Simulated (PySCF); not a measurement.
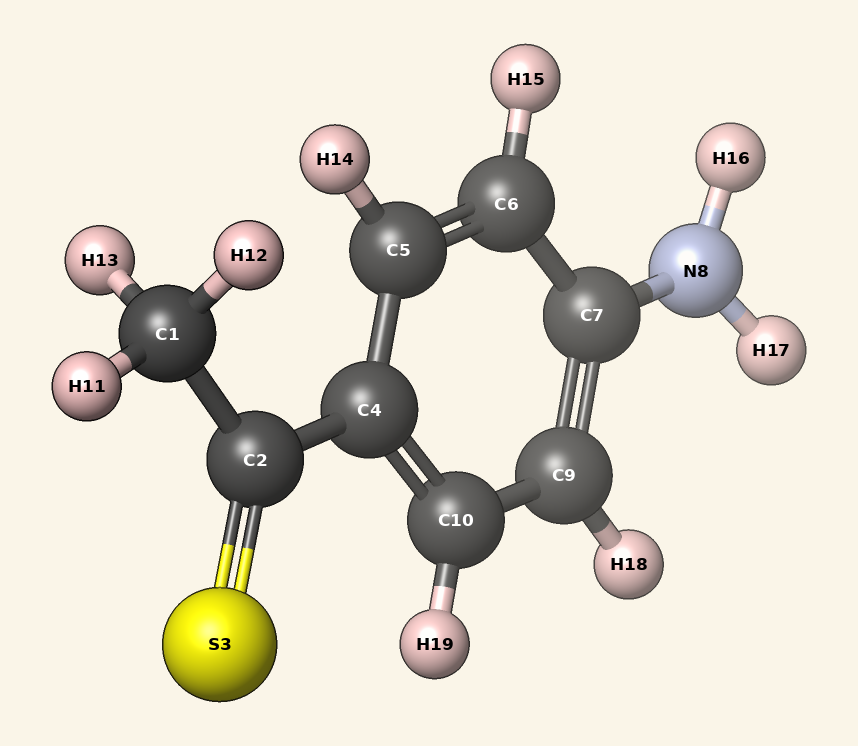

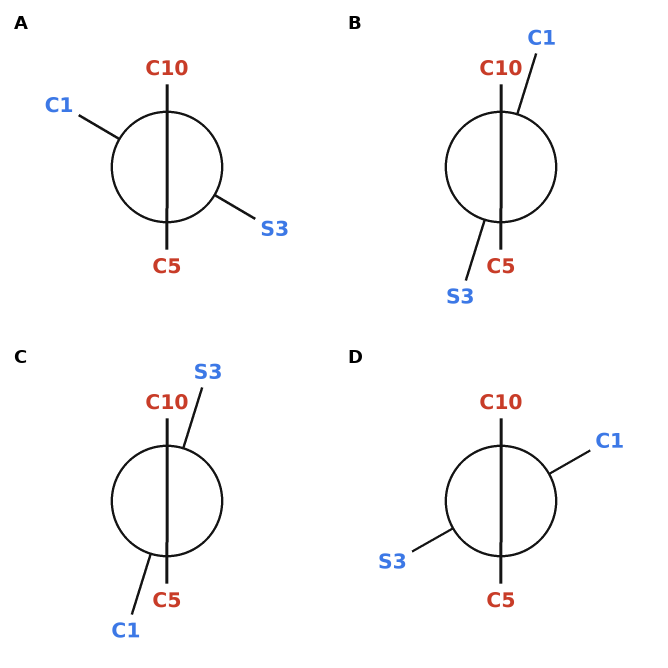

Atoms fade into the background with distance from the viewer. Bonds that would overlap in a projection are set slightly apart. The computed structure is the end point of a PBE0-D3(BJ)/def2-SVP optimisation. No frequency run is at hand to confirm it as a minimum.

Which Newman projection shows the view along C4–C2, with C4 in front?

C. The torsion angle C5–C4–C2–S3 is 180°, antiperiplanar (anti).
